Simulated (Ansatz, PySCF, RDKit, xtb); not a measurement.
# BSiClO: from the formula to a structure

Only the formula BSiClO is given. Aim: find the structure of lowest free energy at 400 K, then its properties.

The funnel: GFN2-xTB relaxations, single points with a density functional, relaxations at B3LYP-D4/def2-TZVP, harmonic vibrations, and a last energy at a higher level. All values are calculated.

7 further runs of the same task are left out: 7 set aside as unsound or not needed.

### Step 1. Possible bonding patterns

A program enumerates the bonding patterns with one Lewis structure each (two rings at most, one unusual centre or charged pair), with their diastereomers. O–O, O–halogen and N–halogen bonds and N–N–N chains are not drawn. That gives 7 candidates.

| label | SMILES | spin |
| --- | --- | --- |
| c233 | [B+]=[Si-](=O)Cl | singlet |
| c286 | ClB1O[Si]1 | triplet |
| c311 | O=[Si]=BCl | singlet |
| c346 | O=B[Si]Cl | singlet |
| c366 | Cl[Si]1=BO1 | singlet |
| c644 | O=B[Si]Cl | triplet |
| c793 | ClB1O[Si]1 | singlet |

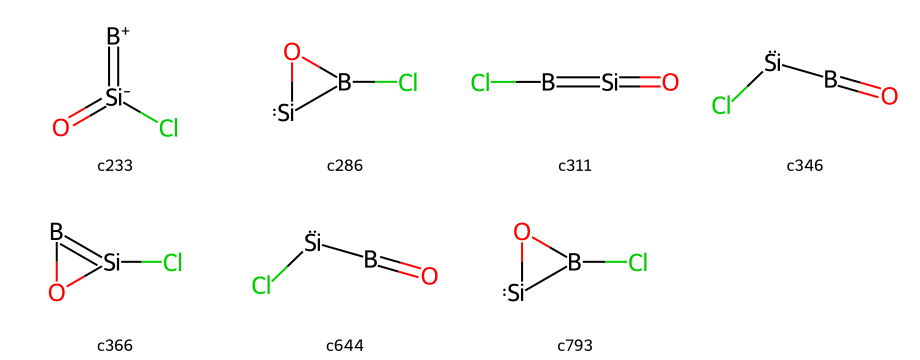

Structural formulas of the candidates.

Candidates are built by distance geometry, with a force field where one applies, in up to four conformers (letters a to d). 16 starts with atoms placed at random are added, to find patterns that the rules miss.

Q: Predict the outcome of this search (final energies at CCSD(T)/def2-TZVPP).

| quantity | value |
| --- | --- |
| lowest structure found | O=B[Si]Cl, singlet, Cs |
| next finalist | [B][O][Si][Cl] ‡, singlet, 5.5 kcal/mol higher in G |
| share at equilibrium, among the finalists | 99.8 % |
| harmonic wavenumbers, lowest and highest (B3LYP-D4/def2-TZVP) | 104 and 1967 cm⁻¹ |
| rotational constants, same geometry | 0.3339, 0.07976, 0.06438 cm⁻¹ |
| dipole moment (PBE0/def2-TZVPD) | 2.92 D |
| HOMO energy (PBE0/def2-TZVPD) | -7.72 eV |
| LUMO energy (PBE0/def2-TZVPD) | -3.99 eV |
| HOMO–LUMO gap (PBE0/def2-TZVPD) | 3.74 eV |
| lowest excitation (TD-PBE0/def2-SVPD) | 2.35 eV (f = 0.008) |
| strongest of the states computed, same level | 6.55 eV (f = 0.127) |
| lowest triplet excitation, same level, Tamm-Dancoff | 1.24 eV |
| vertical ionisation energy | 9.87 eV |
| vertical electron affinity | 2.11 eV |
| vertical triplet less singlet | +1.30 eV |

The search ends on `O=B[Si]Cl`. Among the finalists first place is clear (5.5 kcal/mol); structures outside the list aren't covered. GFN2-xTB, HF/STO-3G, B3LYP-D4/def2-TZVP and MP2/def2-TZVPP already put its bonding pattern lowest among the structures in one piece; r2SCAN-D4/def2-SVP favours the singlet ClB1O[Si]1; HF/def2-TZVPP favours the singlet [B][O][Si][Cl] ‡. Lowest found is not proven lowest: the search is finite, and each finalist counts with one conformer. The lowest isomer need not be the one that is made and kept in a bottle, which depends on barriers.

‡ marks the bonded skeleton alone, with all bonds drawn single: no Lewis structure was assigned that passes a check against the bond lengths.
